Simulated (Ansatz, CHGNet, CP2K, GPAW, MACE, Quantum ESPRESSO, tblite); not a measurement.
# CP2K on generalised stacking fault on (111) (glide set) of a Ge-Sn solid solution (48 atoms): settings against a plane-wave reference, part 3 of 3

Aim: run generalised stacking fault on (111) (glide set) of a Ge-Sn solid solution (48 atoms) in CP2K and see how near its forces come to a plane-wave reference, and at what cost.

Program: CP2K 2026.2; the method stands at each step. Banners, paths, timers and routine set-up lines are dropped from the logs unmarked, and long logs keep their key lines alone; longer cuts are marked.

So far. Step 7 (PBE, DZVP-UZH, 350/50 Ry, diagonalisation): Against the first run (5.2 %), the force difference from the reference is 4.8 %, at 0.95 times the CPU time, with 624 basis functions against 624; this set comes with other potentials too, so the change isn't the basis's alone.

### 9. PBE, DZVP-MOLOPT-SR, 244/50 Ry, diagonalisation

Method: Kohn-Sham DFT, PBE, GTH-PBE pseudopotentials, Gaussian and plane waves, DZVP-MOLOPT-SR-GTH, diagonalisation.

Input file input.inp:

```
&GLOBAL
  PROJECT cell
  RUN_TYPE ENERGY_FORCE
  PRINT_LEVEL LOW
&END GLOBAL
&FORCE_EVAL
  METHOD QS
  STRESS_TENSOR ANALYTICAL
  &DFT
    BASIS_SET_FILE_NAME BASIS_MOLOPT
    POTENTIAL_FILE_NAME GTH_POTENTIALS
    &MGRID
      CUTOFF 244
      REL_CUTOFF 50
    &END MGRID
    &QS
      EPS_DEFAULT 1.0E-12
    &END QS
    &SCF
      SCF_GUESS ATOMIC
      EPS_SCF 5.0E-06
      MAX_SCF 200
      ADDED_MOS 21
      &DIAGONALIZATION
        ALGORITHM STANDARD
      &END DIAGONALIZATION
      &SMEAR ON
        METHOD FERMI_DIRAC
        ELECTRONIC_TEMPERATURE [K] 580
      &END SMEAR
      &MIXING
        METHOD BROYDEN_MIXING
        ALPHA 0.15
        NBROYDEN 12
      &END MIXING
      &PRINT
        &RESTART OFF
        &END RESTART
      &END PRINT
    &END SCF
    &XC
      &XC_FUNCTIONAL PBE
      &END XC_FUNCTIONAL
    &END XC
    &PRINT
      &MULLIKEN ON
      &END MULLIKEN
      &HIRSHFELD ON
        SHAPE_FUNCTION DENSITY
      &END HIRSHFELD
      &MO ON
        EIGENVALUES T
        OCCUPATION_NUMBERS T
        MO_INDEX_RANGE 85 108
        &EACH
          QS_SCF 0
        &END EACH
        ADD_LAST NUMERIC
      &END MO
    &END PRINT
  &END DFT
  &SUBSYS
    &CELL
      A 8.33424 0.00000 0.00000
      B 0.00000 7.21767 0.00000
      C 3.81983 0.00000 20.51464
    &END CELL
    &COORD
      SCALED
[... 48 atom lines left out: the same atoms as in the first run ...]
    &END COORD
    &KIND Ge
      BASIS_SET DZVP-MOLOPT-SR-GTH-q4
      POTENTIAL GTH-PBE-q4
    &END KIND
    &KIND Sn
      BASIS_SET DZVP-MOLOPT-SR-GTH-q4
      POTENTIAL GTH-PBE-q4
    &END KIND
  &END SUBSYS
  &PRINT
    &FORCES ON
    &END FORCES
    &STRESS_TENSOR ON
    &END STRESS_TENSOR
  &END PRINT
&END FORCE_EVAL
```

On the command line:

```console
$ OMP_NUM_THREADS=2 cp2k.psmp -i input.inp > output.txt
```

Numbers of over 12 decimals in the logs are rounded to 6 here.

Output:

```text
CP2K| version string:                                       CP2K version 2026.2
 CP2K| Input file name                                                 input.inp
 GLOBAL| Basis set file name                                        BASIS_MOLOPT
 GLOBAL| Potential file name                                      GTH_POTENTIALS
 GLOBAL| Run type                                                   ENERGY_FORCE
 GLOBAL| Total number of message passing processes                             1
 GLOBAL| Number of threads for this process                                    2
[... lines left out ...]
                        Smear method:                                FERMI_DIRAC
[... lines left out ...]
 Number of electrons:                                                        192
[... lines left out ...]
  Step     Update method      Time    Convergence         Total energy    Change
[... lines left out ...]
  *** SCF run converged in    17 steps ***
[... lines left out ...]
  Fermi energy:                                                 0.156921
  Total energy:                                              -181.586540
  Total energy (extrapolated to T->0):                       -181.582096
[... lines left out ...]
 MO| E(Fermi):            0.156921 a.u.          4.270038 eV
[... lines left out ...]
     48       Ge     1       4.000          3.985                         0.015
  Total Charge                                                           -0.000
 !-----------------------------------------------------------------------------!
 ENERGY| Total FORCE_EVAL ( QS ) energy [hartree]           -181.586605
 FORCES| Atomic forces [hartree/bohr]
 FORCES|   Atom     x               y               z               |f|
 FORCES|      1  2.56996649E-02 -1.28095798E-02 -8.62448731E-03   2.99823263E-02
 FORCES|      2  1.98732408E-02  8.72642590E-03 -1.69214618E-02   2.75214839E-02
 FORCES|      3 -3.05287109E-02 -1.76369651E-02  2.52865467E-02   4.33874886E-02
[...]
FORCES|     47  1.32708392E-03 -1.13135474E-02  6.14104105E-03   1.29410158E-02
 FORCES|     48 -3.81302567E-02  1.63963120E-02 -2.09664680E-02   4.65010570E-02
 FORCES| Sum     2.53924063E-06  2.17478786E-06  5.70932546E-07
 FORCES| Total atomic force                                       3.39166761E-06
 STRESS| Analytical stress tensor [bar]
 STRESS|                        x                   y                   z
 STRESS|      x        1.66975012080E+05  -1.67061163503E+04   1.25800098056E+04
 STRESS|      y       -1.67061163503E+04   3.51243458614E+04  -1.41419843582E+04
 STRESS|      z        1.25800098056E+04  -1.41419843582E+04   6.58783975614E+04
 STRESS| 1/3 Trace                                             8.93259185009E+04
```

Elapsed: 68 s, on 2 threads of Arm Neoverse V2, shared host; peak memory 1.2 GiB; 2.2 min of CPU time.

Against the reference:

```
r.m.s. force component                          : 1.129 eV/Å
r.m.s. difference of force components           : 60.86 meV/Å
longest difference of force vectors             : 262.7 meV/Å
force difference over r.m.s. force              : 5.172 %
slope of forces against the reference's         : 0.9591
correlation of force components                 : 0.9994
pressure                                        : 8.933 GPa
pressure difference                             : 0.6093 GPa
energy less the same-level run's                : 0.0016 meV/atom
r.m.s. force difference from the same-level run : 0.052 meV/Å
```

Against the first run (5.2 %), the force difference from the reference is 5.2 %, at 0.95 times the CPU time: the change moves forces by 0.052 meV/Å r.m.s., so most of the difference comes from elsewhere.

The difference per atom is largest on Sn (0.14 eV/Å on average, against 0.047 on Ge).

### 10. All runs compared

Differences are against the plane-wave reference, forces as r.m.s. over components; share is that over the reference's r.m.s. force, slope the least-squares factor from reference forces to these. Total energies of different programs have different zeros and aren't compared.

| run | Δ force, r.m.s. (meV/Å) | share (%) | slope | Δ pressure (GPa) | cores | CPU time | memory (GiB) |
| --- | --- | --- | --- | --- | --- | --- | --- |
| reference | - | - | - | - | 4 | 8.6 min | 2.9 |
| CP2K PBE, DZVP-MOLOPT-SR, 350/50 Ry, diagonalisation | 60.9 | 5.17 | 0.959 | 0.609 | 2 | 2.3 min | 1.7 |
| CP2K PBE, TZV2P-MOLOPT (SR for Ge, Sn), 350/50 Ry, diagonalisation | 61.1 | 5.19 | 0.958 | 0.310 | 4 | 3.3 min | 3.6 |
| CP2K PBE+D3, DZVP-MOLOPT-SR, 350/50 Ry, diagonalisation | 75.1 | 6.38 | 0.946 | 0.0031 | 2 | 2.3 min | 1.8 |
| CP2K revPBE, PBE potentials, DZVP-MOLOPT-SR, 350/50 Ry, diagonalisation | 62.4 | 5.30 | 0.960 | 0.83 | 2 | 2.3 min | 1.7 |
| CP2K PBE, DZVP-MOLOPT-SR, 350/20 Ry, diagonalisation (coarse) | 66.0 | 5.61 | 0.957 | 0.643 | 2 | 1.8 min | 1.7 |
| CP2K PBE, DZVP-UZH, 350/50 Ry, diagonalisation | 56.5 | 4.80 | 0.963 | 0.377 | 2 | 2.2 min | 1.7 |
| CP2K PBE, DZVP-MOLOPT-SR, 489/50 Ry, diagonalisation | 60.9 | 5.17 | 0.959 | 0.609 | 2 | 3.4 min | 2.9 |
| CP2K PBE, DZVP-MOLOPT-SR, 244/50 Ry, diagonalisation (coarse) | 60.9 | 5.17 | 0.959 | 0.609 | 2 | 2.2 min | 1.2 |

Rows marked coarse were listed beforehand as settings not expected to be converged; some can still land near the reference.

CPU time is summed over cores on a shared host, where runs went side by side, so it is rough. Symmetry, cutoffs, thresholds, outputs and thread counts weren't matched or tuned between programs; memory under MPI is the largest rank's times the ranks.

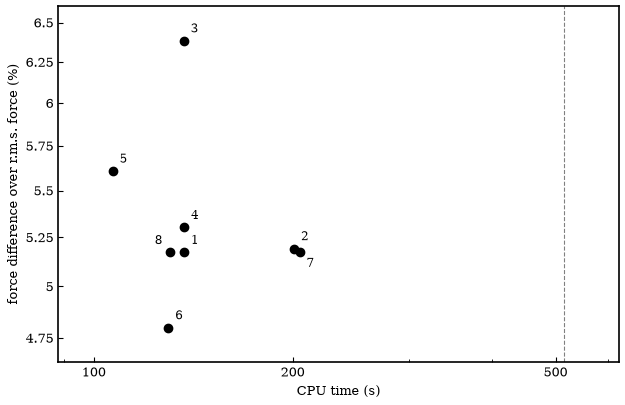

Force difference against CPU time; the dashed line marks the reference's time. Points: 1 CP2K PBE, DZVP-MOLOPT-SR, 350/50 Ry, diagonalisation; 2 CP2K PBE, TZV2P-MOLOPT (SR for Ge, Sn), 350/50 Ry, diagonalisation; 3 CP2K PBE+D3, DZVP-MOLOPT-SR, 350/50 Ry, diagonalisation; 4 CP2K revPBE, PBE potentials, DZVP-MOLOPT-SR, 350/50 Ry, diagonalisation; 5 CP2K PBE, DZVP-MOLOPT-SR, 350/20 Ry, diagonalisation; 6 CP2K PBE, DZVP-UZH, 350/50 Ry, diagonalisation; 7 CP2K PBE, DZVP-MOLOPT-SR, 489/50 Ry, diagonalisation; 8 CP2K PBE, DZVP-MOLOPT-SR, 244/50 Ry, diagonalisation.

Mean charges by element (e), by run and scheme:

| run | scheme | Ge | Sn |
| --- | --- | --- | --- |
| CP2K PBE, DZVP-MOLOPT-SR, 350/50 Ry, diagonalisation | Mulliken | -0.03 | +0.06 |
| CP2K PBE, DZVP-MOLOPT-SR, 350/50 Ry, diagonalisation | Hirshfeld | -0.02 | +0.06 |
| CP2K PBE, TZV2P-MOLOPT (SR for Ge, Sn), 350/50 Ry, diagonalisation | Mulliken | -0.24 | +0.58 |
| CP2K PBE, TZV2P-MOLOPT (SR for Ge, Sn), 350/50 Ry, diagonalisation | Hirshfeld | -0.03 | +0.06 |
| CP2K PBE+D3, DZVP-MOLOPT-SR, 350/50 Ry, diagonalisation | Mulliken | -0.03 | +0.06 |
| CP2K PBE+D3, DZVP-MOLOPT-SR, 350/50 Ry, diagonalisation | Hirshfeld | -0.02 | +0.06 |
| CP2K revPBE, PBE potentials, DZVP-MOLOPT-SR, 350/50 Ry, diagonalisation | Mulliken | -0.03 | +0.06 |
| CP2K revPBE, PBE potentials, DZVP-MOLOPT-SR, 350/50 Ry, diagonalisation | Hirshfeld | -0.03 | +0.06 |
| CP2K PBE, DZVP-UZH, 350/50 Ry, diagonalisation | Mulliken | -0.06 | +0.14 |
| CP2K PBE, DZVP-UZH, 350/50 Ry, diagonalisation | Hirshfeld | -0.03 | +0.06 |
| CP2K PBE, DZVP-MOLOPT-SR, 489/50 Ry, diagonalisation | Mulliken | -0.03 | +0.06 |
| CP2K PBE, DZVP-MOLOPT-SR, 489/50 Ry, diagonalisation | Hirshfeld | -0.02 | +0.06 |
| CP2K PBE, DZVP-MOLOPT-SR, 244/50 Ry, diagonalisation | Mulliken | -0.03 | +0.06 |
| CP2K PBE, DZVP-MOLOPT-SR, 244/50 Ry, diagonalisation | Hirshfeld | -0.02 | +0.06 |

Within one program, basis, potentials and functional, energies share a zero. Each run against its twin at the usual cutoff or grid and solver:

| run | twin | Δ energy (meV/atom) | Δ force, r.m.s. (meV/Å) | CPU time over the twin's |
| --- | --- | --- | --- | --- |
| CP2K PBE, DZVP-MOLOPT-SR, 350/20 Ry, diagonalisation | DZVP-MOLOPT-SR, 350/50 Ry, diagonalisation | -1.54 | 16.4 | 0.78 |
| CP2K PBE, DZVP-MOLOPT-SR, 489/50 Ry, diagonalisation | DZVP-MOLOPT-SR, 350/50 Ry, diagonalisation | 2.0e-4 | 0.015 | 1.5 |
| CP2K PBE, DZVP-MOLOPT-SR, 244/50 Ry, diagonalisation | DZVP-MOLOPT-SR, 350/50 Ry, diagonalisation | 0.0016 | 0.052 | 0.95 |

Further runs of this program without a result: CP2K GFN1-xTB, diagonalisation (not converged).

### 11. Summary of results

| Property | Result |
| --- | --- |
| nearest in forces | CP2K PBE, DZVP-UZH, 350/50 Ry, diagonalisation, 4.8 % |
| its CPU time | 2.2 min |

What this shows: The PBE runs in local orbitals, coarse settings apart, differ by 4.8 % (CP2K PBE, DZVP-UZH, 350/50 Ry, diagonalisation) to 5.2 % (CP2K PBE, TZV2P-MOLOPT (SR for Ge, Sn), 350/50 Ry, diagonalisation); basis, grid and potentials can all enter. Rows with another functional or a dispersion term differ by 5.3 % (CP2K revPBE, PBE potentials, DZVP-MOLOPT-SR, 350/50 Ry, diagonalisation) to 6.4 % (CP2K PBE+D3, DZVP-MOLOPT-SR, 350/50 Ry, diagonalisation), which mixes the change of model with differences of basis and potentials, some of them made for another functional. Runs with settings chosen to be coarse differ by 5.2 % (CP2K PBE, DZVP-MOLOPT-SR, 244/50 Ry, diagonalisation) to 5.6 % (CP2K PBE, DZVP-MOLOPT-SR, 350/20 Ry, diagonalisation), their programs' other errors included. Of the electronic-structure runs that take under half the reference's CPU time, CP2K PBE, DZVP-UZH, 350/50 Ry, diagonalisation comes nearest, at 4.8 % in 2.2 min against 8.6 min. Charges hang on scheme and program or settings: among these rows the mean for Sn runs from +0.06 to +0.58 e. The potentials hold different valence shells: 672 electrons in the reference, 192 in CP2K with DZVP-UZH; this bears on time and differences. The reference's pressure holds the uncorrected Pulay stress of its 45 Ry basis, so small pressure differences, and their order, may be the reference's own error. The reference's stress is far from hydrostatic: its diagonal is 16.0, 3.0, 6.0 GPa, compression counted positive. The host structure and its lattice constant were typed by rule, without a check against the phase diagram. The reference's pressure of 8.3 GPa belongs to a cell and atoms that aren't relaxed at this level. The electronic-structure runs sample only Γ, in a cell whose shortest periodic width is 7 Å, which is coarse for a cell with partly filled levels.

[Also dropped from logs without a mark: logging warnings of Python, and SIESTA's first energy breakdown and zero terms.]

[Logs are printed without paths, hosts, clocks, repeated set-up lines and the standing remarks that a program may print on its own settings, such as how far it seeks lower states.]

[Hosts, paths, dates, database ids (printed as entryN), source tags and the programs' standing remarks are cut or masked in the printed files.]
